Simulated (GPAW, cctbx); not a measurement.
# Mg3Sc3Ag2Au: deformation density and structure factors from DFT

Question: by how much does bonding change the X-ray structure factors of Mg3Sc3Ag2Au, and what does a routine refinement make of it?

The start was made by putting kin elements into a known structure type; the compound need not exist, or be stable, in this form. All numbers below are calculated.

### 1. Find the equilibrium geometry

The density hangs on the geometry, so cell and atoms are relaxed first, with the symmetry held. The cutoff is set higher than for the density because stress converges slowly with plane waves.

Settings: GPAW 26.7.0, PBE, 570 eV, 5×3×3 k-points (along the axes of the calculation cell), Fermi–Dirac width 0.1 eV, BFGS to 0.03 eV/Å.

```text
cell
1.0
     0.000000000    0.000000000    4.033000000
     7.247000000    0.000000000    0.000000000
    -3.623500000    6.276086101    0.000000000
Au Ag Sc Mg
1 2 3 3
Direct
0.500000000 0.000000000 0.000000000
0.000000000 0.333333333 0.666666667
0.000000000 0.666666667 0.333333333
0.500000000 0.000000000 0.586200000
0.500000000 0.586200000 0.000000000
0.500000000 0.413800000 0.413800000
0.000000000 0.000000000 0.240300000
0.000000000 0.240300000 0.000000000
0.000000000 0.759700000 0.759700000
```

```console
$ OMP_NUM_THREADS=1 mpirun -n 4 gpaw python run.py > gpaw.log
```

```text
BFGS:    0      -30.828837        0.582369
BFGS:    1      -30.846949        0.508765
BFGS:    2      -30.926241        0.182598
BFGS:    3      -30.930398        0.179096
...
BFGS:    6      -30.947779        0.094826
BFGS:    7      -30.949515        0.030287
BFGS:    8      -30.949664        0.018279
cell  4.0844 7.3045 7.3045  120.00 90.00 90.00
volume 188.730 A^3, largest force 0.012 eV/A, largest stress 0.14 GPa
```

After 8 steps the volume has changed by +2.9 % and the energy by -0.121 eV; the largest stress left is 0.14 GPa. It took 3.7 min on 4 cores of Arm Neoverse V2 (shared host), peak memory 1.3 GiB.

Relaxed structure: P-62m (no. 189), a = 7.3045 Å, b = 7.3045 Å, c = 4.0844 Å, α = 90.00°, β = 90.00°, γ = 120.00°.

```csv
atom,mult.,x,y,z
Au1,1,0,0,1/2
Ag1,2,1/3,2/3,0
Sc1,3,0,0.5959,1/2
Mg1,3,0,0.2520,0
```

### 2. The all-electron density

X-rays see the whole electron density, so the PAW density is rebuilt with its core regions. Subtracting spherical free atoms from the same code cancels the cores and leaves the deformation density Δρ, the part due to bonding.

Settings: PBE, 450 eV, 6×4×4 k-points (along the axes of the calculation cell), Fermi–Dirac width 0.1 eV; primitive cell of 9 atoms.

```console
$ OMP_NUM_THREADS=1 mpirun -n 4 gpaw python run.py > gpaw.log
```

```text
|iter:   1|       0s |  -33.765643 | +0.78 |       |
|iter:   2|       1s |  -32.809640 | -0.29 | -1.21 |
|iter:   3|       3s |  -30.833342 | +0.00 | -1.26 |
...
|iter:  14|      23s |  -30.680203c| -6.92 | -5.81c|
|iter:  15|      24s |  -30.680203c| -7.32 | -6.23c|
|iter:  16|      25s |  -30.680203c| -7.51c| -6.56c|
```

```text
grid (40, 72, 72)  electrons 272.000  moved by bonding 1.918 e
deformation density beyond 0.5 A of the nuclei: max 0.100, min -0.210 e/A^3
atom        x       y       z   Voronoi charge  moment
Au1    0.5000  0.0000  0.0000     -0.067       0.00
Ag2    0.0000  0.3333  0.6667     -0.084       0.00
Ag3    0.0000  0.6667  0.3333     -0.084       0.00
Sc4    0.5000  0.0000  0.5959      0.055       0.00
Sc5    0.5000  0.5959  0.0000      0.055       0.00
Sc6    0.5000  0.4041  0.4041      0.055       0.00
Mg7    0.0000  0.0000  0.2520      0.023       0.00
Mg8    0.0000  0.2520  0.0000      0.023       0.00
Mg9    0.0000  0.7480  0.7480      0.023       0.00
mean inner potential of superposed free atoms 17.520 V
total magnetic moment 0.000 muB
```

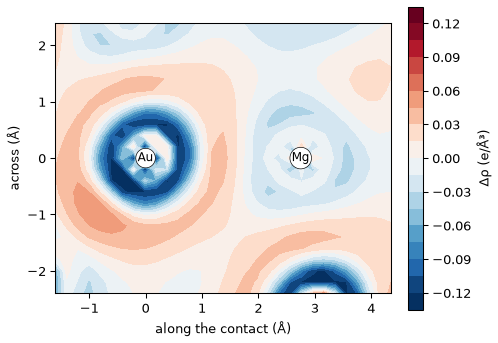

Deformation density in a plane through the shortest contact of the Au atom at the origin; red gains electrons, blue loses them.

Ag gains most (-0.08 e) and Sc loses most (+0.06 e), which isn't the order of electronegativity: valence and coordination count too, and Voronoi cells cut space at the midplane whatever the atoms' sizes. Along the shortest contact from the Au atom at the map's origin, Au–Mg at 2.75 Å, Δρ is +0.04 e/Å³ at the midpoint: little piles up between the atoms, as is usual in a metallic crystal, which this run finds. At the midpoints of other shortest contacts it is +0.03 (Ag–Mg, 2.78 Å), +0.05 (Au–Sc, 2.95 Å), +0.03 (Ag–Sc, 3.02 Å) and 0.00 (Mg–Mg, 3.19 Å) e/Å³. Point values carry grid noise of about 0.01 e/Å³. The run needed 16 iterations, 35 s.

### 3. Structure factors

The Fourier components of Δρ, added to those of the free atoms, give the static X-ray structure factors; the Mott–Bethe relation turns them into the Fourier components V of the potential that fast electrons feel.

```text
static structure factors of the conventional cell: F in electrons, V (Mott-Bethe) in volts
   h  k  l      d  |F| table  |F| free   |F| DFT   change   |V| free  |V| DFT  change %
   1  0  0  6.3259    29.775    29.724    29.669   -0.055     0.362    0.415     14.8
   0  0  1  4.0844    10.695    10.635    10.753    0.118     0.553    0.505     -8.6
   1  1  0  3.6522   125.258   125.086   124.931   -0.155     3.289    3.333      1.3
   1  0  1  3.4313    92.920    92.800    92.680   -0.120     2.255    2.290      1.5
   2  0  0  3.1629    48.808    48.767    48.680   -0.087     1.767    1.788      1.2
   1  1  1  2.7225    54.488    54.375    54.078   -0.297     3.542    3.598      1.6
   2  0  1  2.5008   140.129   139.952   139.260   -0.693     5.175    5.280      2.0
   2  1  0  2.3910    40.674    40.636    40.500   -0.135     2.091    2.112      1.0
   3  0  0  2.1086   165.652   165.419   164.676   -0.743     5.540    5.620      1.4
   2  1  1  2.0634   104.236   104.108   103.606   -0.502     2.980    3.031      1.7
   0  0  2  2.0422   200.650   200.349   199.668   -0.681     7.257    7.326      1.0
   1  0  2  1.9434    26.902    26.892    26.822   -0.070     0.294    0.300      2.2
   3  0  1  1.8737     4.510     4.565     4.711    0.145     0.138    0.150      9.0
   2  2  0  1.8261   121.832   121.702   121.251   -0.451     3.292    3.328      1.1
```

The largest X-ray change is -0.74 e on 300, 0.4 % of |F|. For electrons V goes as (Z − F)/g², so a change of F counts against Z − F, which is small at low angle and wherever the atoms' terms cancel: |V| of 100 moves by +14.8 % (0.36 to 0.41 V) against -0.2 % in |F|. The last three rows still change by up to 0.45 e; the table stops while the angles are still low. The tabulated Hartree–Fock atoms differ from the free DFT atoms by up to 0.30 e, so the choice of reference atom matters too.

### 4. Refining ordinary atoms against data with bonding

Routine crystallography fits spherical atoms. To see the bias, intensities are simulated from tabulated atoms plus the DFT change ΔF, so that bonding alone can misfit (8694 reflections of the full sphere, merged to the counts below, to 0.45 Å, 1 % proportional noise plus counting noise, assumed isotropic U as listed, Δρ smeared by the mean U) and refined with cctbx over different ranges.

```csv
range,data,R1,GooF,U Au1 (true 0.0028),U Ag1 (true 0.0035),U Sc1 (true 0.0046),U Mg1 (true 0.0055),largest shift (Å),"Δρ max, min (e/Å³)"
all data,850,0.0036,0.93,0.0028,0.0035,0.0046,0.0054,0.0003,"0.39, -0.31"
"low resolution, d > 0.84",143,0.0030,1.06,0.0027,0.0034,0.0046,0.0053,0.0011,"0.14, -0.10"
"high order, d < 0.75",647,0.0038,0.90,0.0028,0.0035,0.0046,0.0054,0.0002,"0.21, -0.17"
"occupancies free, d > 0.7",245,0.0030,0.99,0.0028,0.0034,0.0046,0.0055,0.0005,"0.22, -0.14"
```

With all data GooF is 0.93, so at this noise the bonding hardly shows; the top residual peak lies 1.84 Å from Mg and 1.84 Å from Mg. No U is off by more than 3 s.u. at low resolution. With Au1 held at 1 and the scale free, the other occupancies refine to Ag1 0.999(0.001), Sc1 1.000(0.002) and Mg1 1.002(0.003), within three s.u. of full.

### 5. Answer

Bonding moves 1.92 e in the primitive cell of Mg3Sc3Ag2Au and changes the structure factors of the conventional cell in the table above by at most 0.74 e (300, 0.4 %), and among reflections above 2 % of the strongest by up to 3.2 % (301). The shortest bond, Au–Mg, has Δρ = +0.04 e/Å³ at its midpoint, with no localised bond charge. With all data GooF is 0.93, so at this noise the bonding hardly shows. Limits: static density, frozen cores, no spin–orbit coupling.

[Outputs are excerpts: Python notices, other lines and further rows are left out; steps that failed or that the build refused (PBEsol, TPSS) are not shown.]

[Logs are printed without paths, hosts, clocks, repeated set-up lines and the standing remarks that a program may print on its own settings, such as how far it seeks lower states.]
